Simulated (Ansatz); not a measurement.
# C, response to strain

Take C in the diamond structure (space group Fd-3m, No. 227) as the base.

```
CELL_PARAMETERS angstrom
      0.00000     1.77690     1.77690
      1.77690     0.00000     1.77690
      1.77690     1.77690     0.00000
ATOMIC_POSITIONS crystal
  C  0.00000 0.00000 0.00000
  C  0.25000 0.25000 0.25000
```

Cartesian axes are those of the cell as printed.

Strains are applied to the cell and any free atomic positions relax.

Method: Ansatz (a quantum-chemistry and plane-wave program) PBEsol, no SOC.

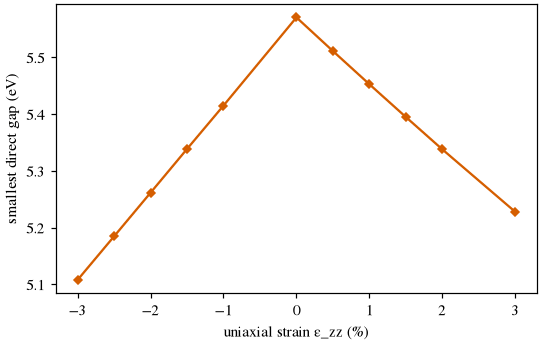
Smallest direct gap against uniaxial strain ε_zz

Problem. From the plot, what is the smallest direct gap for uniaxial strain ε_zz = −2.00 %?

Solution. About 5.26 eV.

Problem. Is the trend monotonic over the range shown?

Solution. No, it turns within the range, spanning 5.11 eV to 5.57 eV.

Gaps are read on the SCF mesh and a high-symmetry path. Whether these cells are dynamically stable was not tested.
